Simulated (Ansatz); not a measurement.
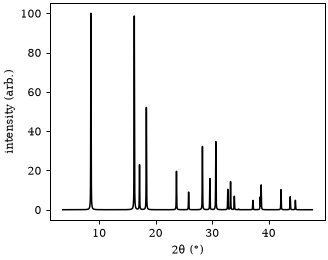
Simulated powder pattern, Mo Kα, λ = 0.71073 Å

The pattern belongs to a structure relaxed with DFT-PBE+D3(BJ) in the program Ansatz with PAW potentials.

Task: Which compound is it?
A. ZnSnN2, R-3m (Sn on 3a, Zn on 3b, N on 6c)
B. MoN2, R3m (Mo on 3a, N on 3a, N on 3a)
C. BN, P6_3/mmc (B on 2b, N on 2d)
D. SiNF, P3m1 (Si on 1a, N on 1c, F on 1a)

Result: D, SiNF, P3m1 (Si on 1a, N on 1c, F on 1a)

The start of the workflow was typed in or built on a structure type; neither database checked (COD, Materials Project) lists it. Whether it is the stable phase at ambient conditions was not checked. The PBE+D3(BJ) relaxation kept the symmetry of its start; whether a distortion lowers the energy is not shown. The volume moved by -24 % from the start of the relaxation.

Potentials: the earlier of the program's two PAW sets.
